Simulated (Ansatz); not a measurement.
BCl2H3OSi (SMILES [SiH3]OB(Cl)Cl)

The calculation's input:

```
crystal:
  periodic: [false, false, false]
  atoms:
    - {symbol: B, position_ang: [0.363616, 0.452106, -1.390887]}
    - {symbol: Cl, position_ang: [-1.136524, -0.244386, -2.022419]}
    - {symbol: Cl, position_ang: [1.456036, 1.262506, -2.497219]}
    - {symbol: O, position_ang: [0.663455, 0.364978, -0.095107]}
    - {symbol: Si, position_ang: [-0.156721, -0.334349, 1.211582]}
    - {symbol: H, position_ang: [-1.478835, 0.329378, 1.374504]}
    - {symbol: H, position_ang: [0.703128, -0.094528, 2.398455]}
    - {symbol: H, position_ang: [-0.321854, -1.792804, 0.965192]}
basis:
  gaussian: {orbitals: def2-TZVPD}
output: {forces: true, orbitals: {seedname: orbitals}}
hamiltonian: {xc: {name: PBE0}}
```

Run with:

```sh
ansatz run input.yaml --threads 2 --pin off --max-ram 5220MiB --events-out events.jsonl --progress --plain --runs-dir runs
```

Geometry: PBE0-D4/def2-SVP.

Level of theory: isolated molecule in a Gaussian basis; Kohn-Sham density functional theory, functional PBE0 in Ansatz 0.2.0.

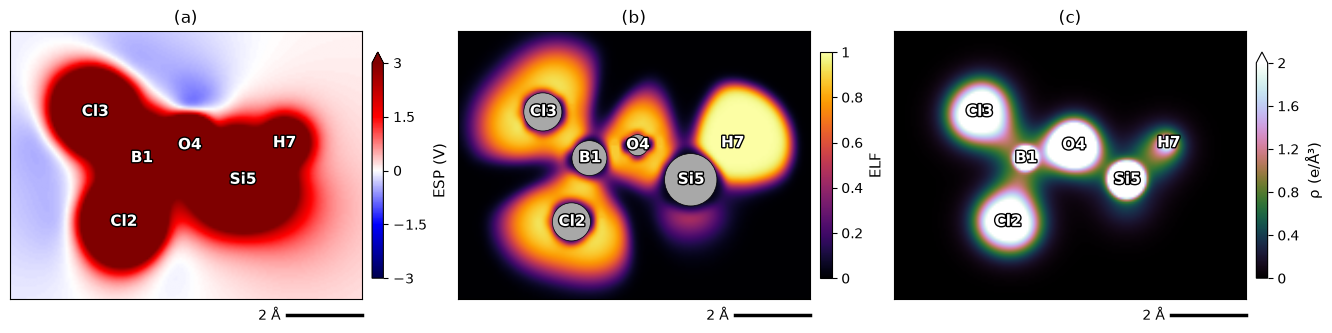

Figure 1. (a) molecular electrostatic potential; (b) ELF; (c) total electron density on the plane of atoms B1, O4 and Si5. Grey discs cover the atomic cores in the ELF map.

Question: Interpret the plot.

Answer: The plane passes through B, Cl, O, Si and H nuclei.
B–O (1.33 Å): ρ is about 2.3 e/Å³ halfway; the ELF peaks at about 0.90 between the atoms, as expected for a short, strongly polar bond.
Si–O (1.69 Å): the density is about 1 e/Å³ at the midpoint; the ELF peaks at about 0.85 between the atoms (a shared but strongly polarised pair).
B–Cl (1.75 Å): ρ is about 1.4 e/Å³ halfway; the ELF peaks at about 0.90 between the atoms, as expected for a shared but strongly polarised pair.
Si–H (1.49 Å): the density is about 0.83 e/Å³ at the midpoint; the ELF climbs to about 1 towards the hydrogen, as it does in any bond to H.
The ELF also peaks beside Cl2, Cl3 and O4, away from the bonds: lone-pair regions.
Outside the dense part of the molecule the potential is most negative (−0.8 V) near O4.

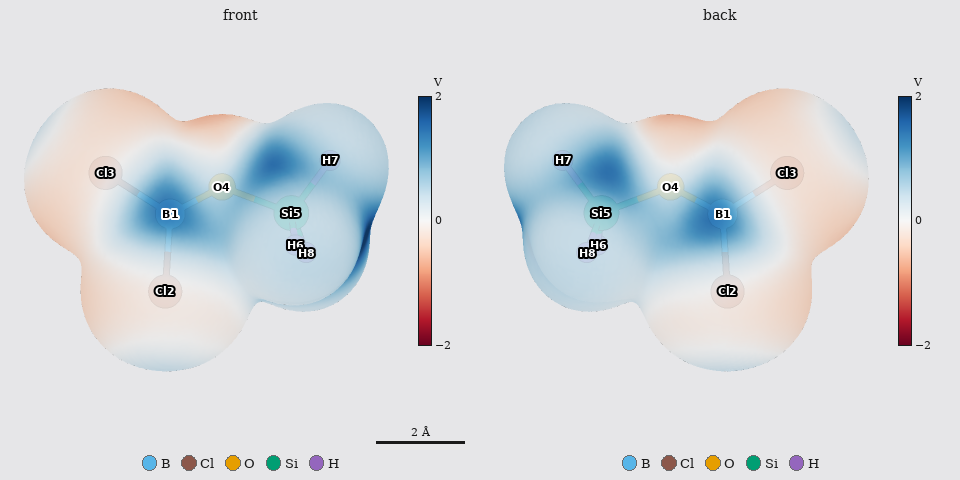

Figure 2. The electrostatic potential painted on the density surface at 0.002 e/bohr³, seen from the front and from behind; red is negative and blue positive.

Question: Which sites attract a positive test charge, and which a negative one?

Answer: A positive charge is drawn to the negative regions and a negative charge to the positive ones. The most negative region (about −0.6 V, or −14 kcal/mol for a unit charge) lies over O4, the most positive (about +1.8 V, or +42 kcal/mol for a unit charge) over Si5. Cl2 shows a σ-hole: about +0.4 V, or +9 kcal/mol for a unit charge at the tip opposite its bond, against about 0.0 V on its flanks. Cl3 shows a σ-hole: about +0.3 V, or +7 kcal/mol for a unit charge at the tip opposite its bond, against about −0.3 V, or −7 kcal/mol for a unit charge on its flanks.

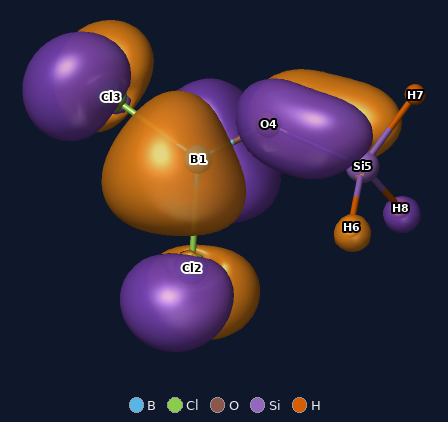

Figure 3. The LUMO at ±0.08 Å⁻³ᐟ² (orange and purple are the two phases), seen at a tilt.

Question: Describe this orbital and give its energy.

Answer: By Hirshfeld shares it lies mainly on B1 (about 45 %), Cl3 (about 20 %), Cl2 (about 20 %), O4 (about 10 %) and Si5 (about 5 %). Its energy is −0.67 eV.

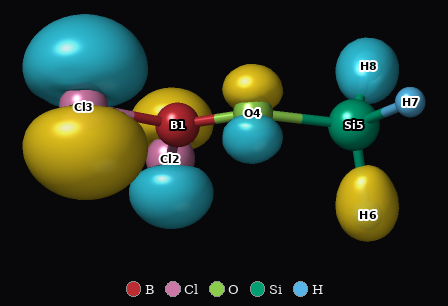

Figure 4. The HOMO−1 at ±0.15 Å⁻³ᐟ² (yellow and cyan are the two phases), seen from one side.

Question: What is the character of this orbital?

Answer: By Hirshfeld shares it lies mainly on Cl3 (about 60 %), Cl2 (about 15 %), O4 (about 5 %) and Si5 (about 5 %). Its energy is −9.45 eV.
